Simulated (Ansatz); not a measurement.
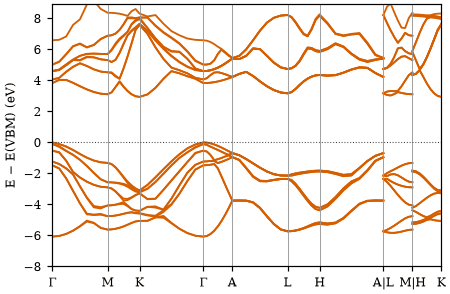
Fig. 1. Band structure from DFT-PBEsol with spin–orbit coupling in the program Ansatz with PAW potentials

**Question.** Read off the gap and where the band edges lie.

**Answer.** About 2.9 eV (2.94 eV by a search for the band edges); maximum at Γ, minimum at K.

The material is BeSe (wurtzite, P6_3mc).

The start of the workflow was typed in or built on a structure type; neither database checked (COD, Materials Project) lists it. COD files the formula under space group No. 216. Whether it is the stable phase at ambient conditions was not checked. Symmetry was held in the PBEsol relaxation; whether a distortion lowers the energy is not shown.

Potentials: the later of the program's two PAW sets.
